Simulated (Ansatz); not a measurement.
# A hypothetical structure for CrFe3As2P2

Starting from a made-up structure for CrFe3As2P2, the aim is the relaxed cell, its shortest contacts and, where a second run follows, its electronic structure.

Main program and level: Ansatz 0.2.0; DFT, PBEsol, plane-wave PAW, files of the set soft_1, scalar-relativistic, ferromagnetic start, cell and ions relaxed at zero pressure; PAW set soft_1.

In doubt: warnings of the run leave room for a lower electronic state, so energies may not be the lowest and differences between runs may mislead.

### Step 1. The structure

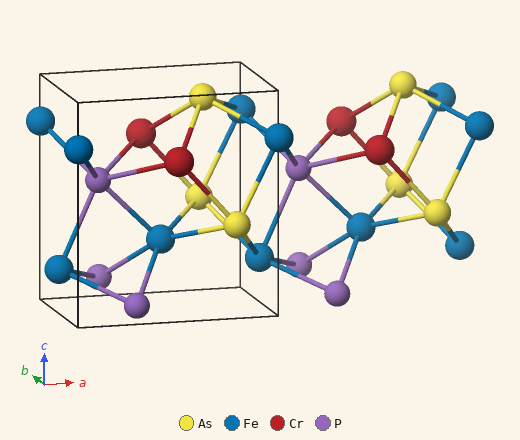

The cell as given, slightly off an axis (arsenic yellow, iron blue, chromium red, phosphorus purple). 2×1×1 cells are drawn. Some periodic images of atoms are drawn too.

### Step 2. Relaxation of the guess

The guessed cell has no reason to be at equilibrium. It is relaxed with the atoms, within the space group of the guess.

The input, input.yaml:

```yaml
crystal:
  lattice:
    - [5.321, 0.0, 0.0]
    - [0.0, 3.394, 0.0]
    - [-0.041056792, 0.0, 5.880856684]
  atoms:
    - { symbol: As, position: [0.7169, 0.5, 0.9241] }
    - { symbol: As, position: [0.7936, 0.0, 0.4158] }
    - { symbol: Fe, position: [0.0004, 0.5, 0.1964], spin: 3.0 }
    - { symbol: Fe, position: [0.5072, 0.5, 0.3039], spin: 3.0 }
    - { symbol: Fe, position: [0.0034, 0.0, 0.791], spin: 3.0 }
    - { symbol: Cr, position: [0.5047, 0.0, 0.71], spin: 3.0 }
    - { symbol: P, position: [0.1955, 0.5, 0.5823] }
    - { symbol: P, position: [0.2939, 0.0, 0.0833] }
magnetization:
  spin_polarized: true
kpoints:
  mp_grid: { grid: [5, 8, 5] }
scf:
  occupations: { method: fermi_dirac, width: 0.05 }
hamiltonian:
  xc: pbesol
  pseudopotentials: { kind: paw, azcp: { folder: soft_1 }, xc_functional: pbe }
relax:
  f_tol: 0.015
  max_steps: 70
  cell: {}
output:
  forces: true
  stress: true
```

On the command line:

```
$ ansatz run input.yaml --threads 4 --pin off --max-ram 10240MiB --backend cpu --events-out ev --progress --plain --runs-dir out
```

Numbers of over 12 decimals in the logs are rounded to 6 here.

What it wrote:

```text
Engine: ansatz 0.2.0, aarch64-unknown-linux-gnu
Pseudopotentials: kind: paw
Pseudopotential: As, paw, valence charge 15, recommended cutoff 420 eV (normal), soft_1/As.paw.azcp
Pseudopotential: Fe, paw, valence charge 16, recommended cutoff 420 eV (normal), soft_1/Fe.paw.azcp
Pseudopotential: Cr, paw, valence charge 14, recommended cutoff 420 eV (normal), soft_1/Cr.paw.azcp
Pseudopotential: P, paw, valence charge 5, recommended cutoff 420 eV (normal), soft_1/P.paw.azcp
Functional definition: PBEsol
  exchange = pbesol_x
  correlation = pbesol_c
Crystal: 8 atoms, lattice volume = 106.205 Å³
Basis set: ecut = 420 eV, 2113 PW (Γ), exchange–correlation on 72×48×80 points (8 copies of the dense FFT grid, shifted against one another)
Bands: 69, of which v1, the nominal top of the filled ones, is band 51 counted from 1 (50 counted from 0)
Symmetry: 2 space group operations
Space group: Pm (ITA 6), of the structure as read, at distance tolerance 4.7e-5 Å
Magnetic group: BNS 6.18 (UNI 25), of the structure as read, at distance tolerance 4.7e-5 Å
k-points: 65 of 200 (time reversal used)
Non-local potential: As, projectors of the file, l = 0: 2, l = 1: 2, l = 2: 3, l = 3: 1
Non-local potential: Fe, projectors of the file, l = 0: 3, l = 1: 2, l = 2: 3, l = 3: 1
Non-local potential: Cr, projectors of the file, l = 0: 3, l = 1: 2, l = 2: 3, l = 3: 1
Non-local potential: P, projectors of the file, l = 0: 2, l = 1: 2, l = 2: 1
PAW form: soft (Blöchl's): semilocal exchange-correlation on the pseudo side does not see the compensation charge
PAW frozen core: As, regenerated for the run's functional, and the local potential with it (the file was generated under x = pbe(κ = 0.804, μ = 0.219515), c = pbe(β = 0.066725))
PAW frozen core: Fe, regenerated for the run's functional, and the local potential with it (the file was generated under x = pbe(κ = 0.804, μ = 0.219515), c = pbe(β = 0.066725))
PAW frozen core: Cr, regenerated for the run's functional, and the local potential with it (the file was generated under x = pbe(κ = 0.804, μ = 0.219515), c = pbe(β = 0.066725))
PAW frozen core: P, regenerated for the run's functional, and the local potential with it (the file was generated under x = pbe(κ = 0.804, μ = 0.219515), c = pbe(β = 0.066725))
PAW one-centre angular grid: As, 590 points (default); XC on 64 Gauss nodes
PAW one-centre angular grid: Fe, 590 points (default); XC on 64 Gauss nodes
PAW one-centre angular grid: Cr, 590 points (default); XC on 64 Gauss nodes
PAW one-centre angular grid: P, 110 points (default); XC on 64 Gauss nodes
Initial density: superposition of atomic densities (chi_scale 0.1, normalization cell)
Starting moments: Σ|m| = 12 μB on 4 of 8 sites
Initial wavefunctions: pseudopotential atomic-orbital guess
Functional: x = pbesol(κ = 0.804, μ = 0.123457), c = pbesol(β = 0.046)
SCF iter   1: F=—  HF=-27802.586212 eV  |F-HF|=—  |Δ(HF+E_count)|=         —  Δρ=7.33e-2 (↑7.33e-2 ↓3.38e-2)  dr2=9.23e0  dr2_m=8.68e-1  M=8.871 μB ∫|m|=10.050 μB  β_m=0.30  ethr=3.10e-3  ⟨swp⟩=6.0  Hψ=33495  notcnv=0  defer=49
Mixer restart at iter 1: flushing history
preconditioner: auto → Kerker (q_TF=auto, 2.710 Å⁻¹)  [metal: Δε(μ)=0.009 eV  Ē_g=8.779 eV  σ=0.050 eV  W_gap=0.04  n_scr=38 (ndim 8)  ℏωp=25.5 eV  f_vac=0.000  D(μ)=5.10/eV (n_scr^D=42)]
spin=Collinear: Kerker preconditioning applied to the charge; magnetization (m = ρ↑ − ρ↓) channel mixes plain (no charge-response kernel on spin).
SCF iter   2: F=—  HF=-27800.857489 eV  |F-HF|=—  |Δ(HF+E_count)|=    1.73e0  Δρ=3.66e-2 (↑3.66e-2 ↓2.57e-2)  dr2=2.56e0  dr2_m=4.75e-1  M=8.532 μB ∫|m|=9.830 μB  β_m=0.42  ethr=3.10e-3  ⟨swp⟩=3.0  Hψ=17762  notcnv=0  defer=819
SCF iter   3: F=—  HF=-27802.656730 eV  |F-HF|=—  |Δ(HF+E_count)|=    1.80e0  Δρ=2.68e-2 (↑2.09e-2 ↓2.68e-2)  dr2=7.47e-1  dr2_m=4.47e-1  M=7.814 μB ∫|m|=9.239 μB  β_m=0.71  ethr=2.51e-3  ⟨swp⟩=2.9  Hψ=13156  notcnv=0  defer=819
SCF iter   4: F=—  HF=-27804.074399 eV  |F-HF|=—  |Δ(HF+E_count)|=    1.42e0  Δρ=3.11e-2 (↑1.01e-2 ↓3.11e-2)  dr2=1.16e0  dr2_m=3.46e-1  M=6.905 μB ∫|m|=8.334 μB  β_m=0.46  ethr=7.32e-4  ⟨swp⟩=2.7  Hψ=12224  notcnv=0  defer=885
SCF iter   5: F=—  HF=-27804.453281 eV  |F-HF|=—  |Δ(HF+E_count)|=   3.79e-1  Δρ=1.98e-2 (↑1.98e-2 ↓1.32e-2)  dr2=1.11e-1  dr2_m=2.37e-1  M=6.229 μB ∫|m|=7.565 μB  β_m=0.65  ethr=7.32e-4  ⟨swp⟩=3.0  Hψ=14601  notcnv=0  defer=886
SCF iter   6: F=—  HF=-27805.251945 eV  |F-HF|=—  |Δ(HF+E_count)|=         —  Δρ=5.46e-2 (↑5.46e-2 ↓3.85e-2)  dr2=2.51e-1  dr2_m=2.08e0  M=3.947 μB ∫|m|=4.848 μB  β_m=1.00  ethr=1.08e-4  ⟨swp⟩=3.0  Hψ=17482  notcnv=0  defer=904
Mixer restart at iter 6: flushing history
SCF iter   7: F=—  HF=-27805.001050 eV  |F-HF|=—  |Δ(HF+E_count)|=   2.51e-1  Δρ=1.85e-2 (↑1.16e-2 ↓1.85e-2)  dr2=6.65e-1  dr2_m=4.53e-2  M=3.816 μB ∫|m|=4.581 μB  β_m=0.85  ethr=4.90e-5  ⟨swp⟩=3.5  Hψ=20157  notcnv=0  defer=904
SCF iter   8: F=—  HF=-27805.195727 eV  |F-HF|=—  |Δ(HF+E_count)|=   1.95e-1  Δρ=2.71e-2 (↑2.71e-2 ↓1.65e-2)  dr2=1.44e0  dr2_m=4.37e-2  M=3.882 μB ∫|m|=4.585 μB  β_m=0.52  ethr=4.90e-5  ⟨swp⟩=4.0  Hψ=23672  notcnv=0  defer=901
[...]
relax step   4: F+E_penalty+E_count = -27805.64385090 eV  Δ(F+E_penalty+E_count) = -4.836e-2 eV  max|allowed force component| = 1.275e-1 eV/Å  Δτ_max = 0.0204 Å  P = -0.314 GPa  Ω = 98.039 Å³  energy of the carried Pulay correction = +4.241e-3 eV  (15 SCF iters, dr2 threshold 8.00e-7 eV, accepted)
relax step   5: F+E_penalty+E_count = -27805.65444751 eV  Δ(F+E_penalty+E_count) = -1.060e-2 eV  max|allowed force component| = 1.394e-1 eV/Å  Δτ_max = 0.0378 Å  P = -0.232 GPa  Ω = 97.813 Å³  energy of the carried Pulay correction = +4.364e-3 eV  (14 SCF iters, dr2 threshold 8.00e-7 eV, accepted)
relax step   6: F+E_penalty+E_count = -27805.66388827 eV  Δ(F+E_penalty+E_count) = -9.441e-3 eV  max|allowed force component| = 1.608e-1 eV/Å  Δτ_max = 0.0225 Å  P = -0.170 GPa  Ω = 97.436 Å³  energy of the carried Pulay correction = +4.568e-3 eV  (11 SCF iters, dr2 threshold 8.00e-7 eV, accepted)
relax step   7: F+E_penalty+E_count = -27805.66885754 eV  Δ(F+E_penalty+E_count) = -4.969e-3 eV  max|allowed force component| = 5.242e-2 eV/Å  Δτ_max = 0.0186 Å  P = -0.022 GPa  Ω = 97.381 Å³  energy of the carried Pulay correction = +4.598e-3 eV  (11 SCF iters, dr2 threshold 8.00e-7 eV, accepted)
relax step   8: F+E_penalty+E_count = -27805.66889762 eV  Δ(F+E_penalty+E_count) = -4.007e-5 eV  max|allowed force component| = 7.076e-2 eV/Å  Δτ_max = 0.0113 Å  P = +0.184 GPa  Ω = 97.247 Å³  energy of the carried Pulay correction = +4.671e-3 eV  (12 SCF iters, dr2 threshold 1.72e-7 eV, rejected (line search))
relax step   9: F+E_penalty+E_count = -27805.66948827 eV  Δ(F+E_penalty+E_count) = -6.307e-4 eV  max|allowed force component| = 8.221e-3 eV/Å  Δτ_max = 0.0055 Å  P = -0.017 GPa  Ω = 97.361 Å³  energy of the carried Pulay correction = +4.609e-3 eV  (17 SCF iters, accepted)
relax step  10: F+E_penalty+E_count = -27805.66515561 eV  Δ(F+E_penalty+E_count) = +4.333e-3 eV  max|allowed force component| = 8.256e-3 eV/Å  Δτ_max = 0.0000 Å  P = -0.016 GPa  Ω = 97.361 Å³  stress off target by 4.43e-2 GPa  SCF on the basis re-selected at this cell (its energy is not comparable with the rows above)  (16 SCF iters)
basis re-selected at this cell: Δ(F+E_penalty+E_count) = +4.333e-3 eV, ΔP = +0.000 GPa vs the last step (what re-selecting the basis moved, of the pressure what is left beyond the Pulay correction that the steps carried, after the strain that the cell walked since its last selection, with what the two solves' SCF thresholds leave and, on support functions, any second-order correction that the steps lacked; it is no m [...]
WARN: an SCF from ferrimagnetic starting moments (0.00, 0.00, -3.00, 3.00, 3.00, 3.00, 0.00, 0.00 Bohr magnetons, atom by atom) was not made, by what the run has read of turns of its moments that order reads lower: the deck asks for what bars it, or types moments that do (magnetization.spin_polarized, in the input reference, names some of the keys), or the run goes by scf.lower_state_search: light, the default, which as a rule tries one only behind a close that has lost an order of both signs, or on which an open d or half-filled 4f shell of a PAW file has lost a moment that was set nearer to Hund's than to what is left; [rest of the remark cut]
SCF converged after 16 iterations
Magnetization: 2.9105 μB (52.4553 up, 49.5447 down)
Absolute magnetization: 3.3985 μB (∫|ρ↑−ρ↓|, with the PAW one-centre terms)
Spin contamination: 0.0478 ħ² per cell (⟨S²⟩ above its minimum at these occupations)
Per-site moments (μB) at R_I (Å): [(-0.036774, 0.945773), (-0.024282, 0.962274), (0.564711, 0.945773), (0.813246, 0.912794), (0.819087, 0.928445), (0.764918, 0.962522), (-0.034248, 0.912794), (-0.030259, 0.928445)]
Free energy (F): -27805.665156 eV
Harris-Foulkes:  -27805.665156 eV  (|F-HF|=5.09e-11)
Internal energy: -27805.621322 eV  (E = F + TS)
E sigma→0 (E₀):  -27805.643239 eV
Entropy (-TS):   -0.043834 eV (-5.479 meV/atom)
Fermi energy:    17.014869 eV
--- Per-component energies (eV) ---
  E_band       = -1075.763184
  E_kinetic    = 1661.186458
  E_local      = -12176.869041  (includes V_loc(G=0)·N_el)
  E_nonlocal   = 199.399402
  E_hartree    = 5796.177335
  E_xc         = -742.241379
  E_vxc        = -859.573719  (∫ρ·V_xc dr)
  E_paw        = -10275.838079  (= ΣΔE_a)
  E_vpaw       = -1492.258585  (= ΣTr[D̂ρ^β])
  E_aug_tail   = -0.002263  (compensation charges beyond the density's cutoff)
  E_ewald      = -12270.156413
  E_core_change = 2.722658  (= ΣΔE_core)
  E_smearing   = -0.043834  (= −TS)
  E_closure    = 0.000000  (closes the sum)
  Σ components = -27805.665156   (vs F -27805.665156, Δ=0.00e0)
--- Forces (eV/Å), atoms counted from 1 ---
  atom   1  As    -0.00560137    -0.00000000    -0.00464746
  atom   2  As    -0.00150488     0.00000000    -0.00733767
  atom   3  Fe    -0.00413885     0.00000000     0.00636025
  atom   4  Fe     0.00562854     0.00000000     0.00689352
  atom   5  Fe    -0.00575376     0.00000000     0.00825544
  atom   6  Cr    -0.00182872    -0.00000000    -0.00744230
  atom   7  P      0.00721498    -0.00000000    -0.00409279
  atom   8  P      0.00598433     0.00000000     0.00201033
  max |Σ_I F_I| component: 6.88e-7 eV/Å
--- Stress (GPa, compression-positive) ---
        0.008615      -0.000000      -0.025692
       -0.000000      -0.026056      -0.000000
       -0.025692      -0.000000      -0.031824
  P = ⅓ Tr σ = -0.0164 GPa (-0.164 kbar)
--- Relaxed structure (9 steps of the walk, 8 accepted, 1 SCFs on fresh bases) ---
  F+E_penalty+E_count = -27805.66515561 eV   max|allowed force component| = 8.256e-3 eV/Å   (the final SCF, on the basis selected at the relaxed cell)
  cell:  # Å, volume = 97.3612 Å³
    - [5.300309, 4.529776447141481e-17, 0.026879]
    - [2.889318034504453e-17, 3.133753, 5.778636069008898e-17]
    - [-0.011190, 9.977815091711833e-17, 5.861594]
  atoms:
    - { symbol: As, position: [0.699527, 0.500000, 0.934495] }
    - { symbol: As, position: [0.808691, 0, 0.426451] }
    - { symbol: Fe, position: [0.017140, 0.5, 0.199135] }
    - { symbol: Fe, position: [0.491856, 0.5, 0.306062] }
    - { symbol: Fe, position: [0.014707, 0, 0.797785] }
    - { symbol: Cr, position: [0.485971, 0, 0.698130] }
    - { symbol: P, position: [0.191188, 0.5, 0.568835] }
    - { symbol: P, position: [0.306520, 0, 0.075908] }
```

It took 6.7 min on 4 threads of Arm Neoverse V2, shared host; peak memory 0.99 GiB.

Step by step:

```csv
step,energy less that of the first step (eV),largest force component (eV/Å),pressure (GPa),volume (Å³)
1,0.0000,1.7982,-10.01,106.21
2,-0.6007,0.8143,-4.11,100.57
3,-0.7214,0.4961,4.46,96.07
4,-0.7698,0.1275,-0.31,98.04
5,-0.7804,0.1394,-0.23,97.81
6,-0.7898,0.1608,-0.17,97.44
7,-0.7948,0.0524,-0.02,97.38
8,-0.7948,0.0708,0.18,97.25
9,-0.7954,0.0082,-0.02,97.36
10*,-0.7911,0.0083,-0.02,97.36
```

Relaxation steps marked * repeat the geometry before them on a plane-wave basis chosen anew for their cell, so energy and pressure can jump there. Relaxation step 8 was tried and not accepted.

Forces are held to the 2 operations that the run works with; a distortion that breaks them can't arise in this run.

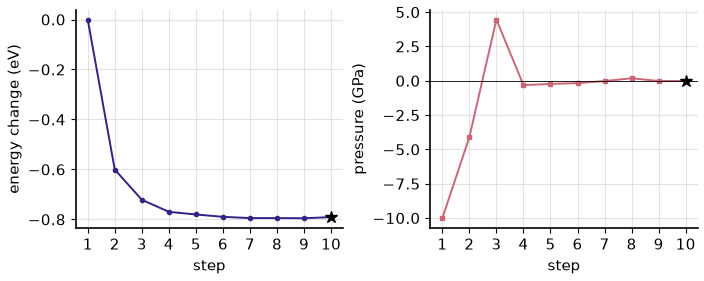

Energy and pressure along the relaxation. Stars mark steps on a basis chosen anew.

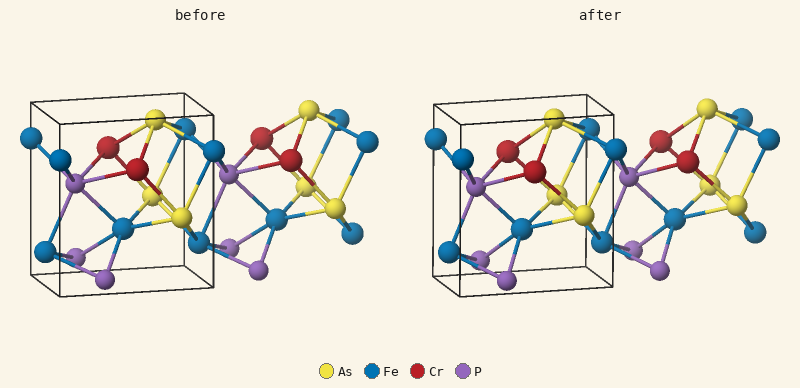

Before and after, at one scale.

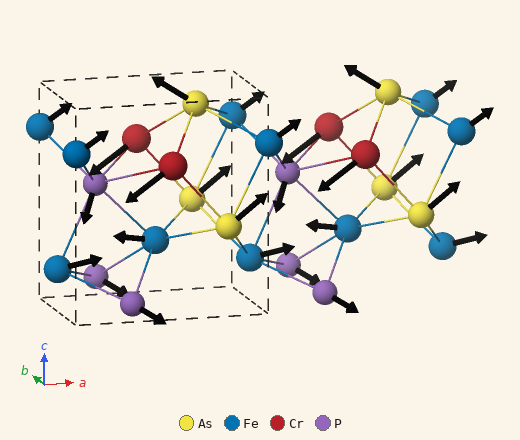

Displacements in the relaxation, exaggerated, measured against the changing cell; the longest in the cell stands for 0.12 Å. 2×1×1 cells are drawn. Some periodic images of atoms are drawn too.

```
     cell as run  before  after  change
           a (Å)   5.321  5.300  -0.4 %
           b (Å)   3.394  3.134  -7.7 %
           c (Å)   5.881  5.862  -0.3 %
           β (°)   90.40  89.82  -0.6 %
volume (Å³/atom)   13.28  12.17  -8.3 %
```

The atoms that moved most (Å, as changes of fractional coordinates times the final cell):

```
atom      dx     dy      dz  length
 Cr6  -0.099  0.000  -0.070   0.121
 As1  -0.092  0.000   0.060   0.110
 As2   0.080  0.000   0.063   0.102
 Fe3   0.089  0.000   0.016   0.090
 Fe4  -0.081  0.000   0.012   0.082
  P7  -0.023  0.000  -0.079   0.082
  P8   0.067  0.000  -0.043   0.080
 Fe5   0.060  0.000   0.040   0.072
```

Final coordinates:

```cif
data_structure
_symmetry_space_group_name_H-M 'P 1'
_symmetry_Int_Tables_number 1
_cell_length_a 5.3004
_cell_length_b 3.1338
_cell_length_c 5.8616
_cell_angle_alpha 90.000
_cell_angle_beta 89.819
_cell_angle_gamma 90.000
_cell_volume 97.36
loop_
_atom_site_label
_atom_site_type_symbol
_atom_site_fract_x
_atom_site_fract_y
_atom_site_fract_z
_atom_site_occupancy
As1 As 0.69953 0.50000 0.93449 1
As2 As 0.80869 0.00000 0.42645 1
Fe3 Fe 0.01714 0.50000 0.19913 1
Fe4 Fe 0.49186 0.50000 0.30606 1
Fe5 Fe 0.01471 0.00000 0.79778 1
Cr6 Cr 0.48597 0.00000 0.69813 1
P7 P 0.19119 0.50000 0.56884 1
P8 P 0.30652 0.00000 0.07591 1
```

This step gave:

| Property | Result |
| --- | --- |
| free energy | -27805.6652 eV |
| energy at zero smearing | -27805.6432 eV |
| smearing term TS | 0.04383 eV |
| Fermi energy | 17.01 eV |
| magnetization | 2.911 μB |
| absolute magnetization | 3.399 μB |
| site moments | -0.03677, -0.02428, 0.5647, 0.8132, 0.8191, 0.7649, -0.03425, -0.03026 μB |
| electrons | 102 |
| symmetry operations | 2 |
| pressure | -0.01642 GPa |

Site moment by atom:

```
atom  site moment (μB)
 As1            -0.037
 As2            -0.024
 Fe3             0.565
 Fe4             0.813
 Fe5             0.819
 Cr6             0.765
  P7            -0.034
  P8            -0.030
```

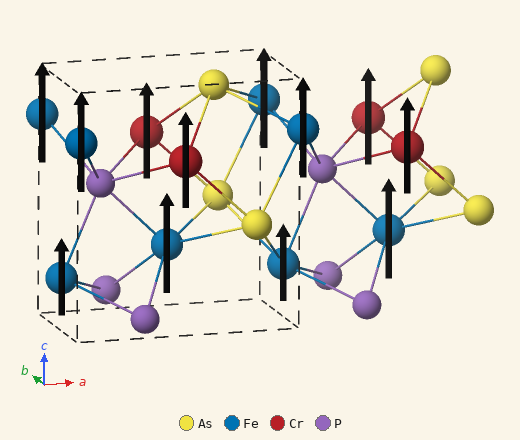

Site moment as arrows, the longest 0.819 μB. Up and down stand for the sign. Arrows give size and sign along the axis of quantisation, drawn up and down the page. 2×1×1 cells are drawn. Some periodic images of atoms are drawn too.

Shortest distances by pair of elements, guess and relaxed (not always the same contact):

| pair | guess (Å) | relaxed (Å) |
| --- | --- | --- |
| Fe–P | 2.304 | 2.213 |
| As–Fe | 2.192 | 2.293 |
| As–Cr | 2.322 | 2.333 |
| Cr–P | 2.472 | 2.341 |
| Cr–Fe | 2.693 | 2.563 |

The relaxation ends with a largest force component of 0.0083 eV/Å and a pressure of -0.02 GPa.

### Step 3. Outcome

```json
{"space group, relaxed": "Pm", "conventional cell": "a = 5.300, b = 3.134, c = 5.862 Å; α = 90.0°, β = 90.2°, γ = 90.0°", "volume per atom": "12.17 Å³ (guess 13.28)", "total moment": "2.91 μB in the cell of 8 atoms"}
```

CrFe3As2P2 relaxes to Pm with a = 5.300, b = 3.134 and c = 5.862 Å. The guessed volume was 9 % too large. The space group Pm was held in the relaxation, so the end point is a stationary structure within it and may be a saddle against distortions or other arrangements. The input starts from parallel moments, and no other start was typed. The electronic state may lie above the lowest one. Mesh and cutoff weren't tested. No dispersion term is used, so weakly bound directions may come out too long. The program estimates, without running it, that another magnetic order lies lower than the one relaxed here. Nothing here tests whether the compound is stable against decomposition.

[Logs are printed without paths, hosts, clocks, repeated set-up lines and the standing remarks that a program may print on its own settings, such as how far it seeks lower states.]

[Hosts, paths, dates, database ids (printed as entryN), source tags and the programs' standing remarks are cut or masked in the printed files.]
